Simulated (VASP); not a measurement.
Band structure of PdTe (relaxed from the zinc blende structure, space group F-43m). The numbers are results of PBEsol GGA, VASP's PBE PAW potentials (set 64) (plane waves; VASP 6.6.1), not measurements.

Unless said otherwise, spin-orbit coupling is left out, though it shifts the bands of the heavy elements here.

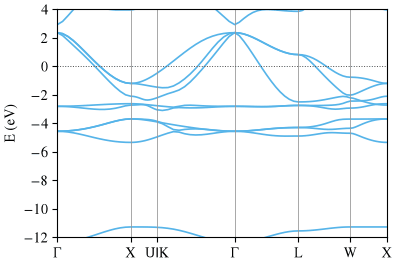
Fig. 1. Bands along high-symmetry lines, zero at the valence-band maximum or, without a gap, the Fermi level

Problem. Read the plot: is there a gap, and where are the band edges?

Solution. It has no gap at this level: it comes out as a metal or semimetal. (Edges off the drawn lines would not show.)

The structure was generated: PdTe was put into the zinc blende type (F-43m), which need not be its known phase. It was relaxed first, which changed the volume by -20 %.
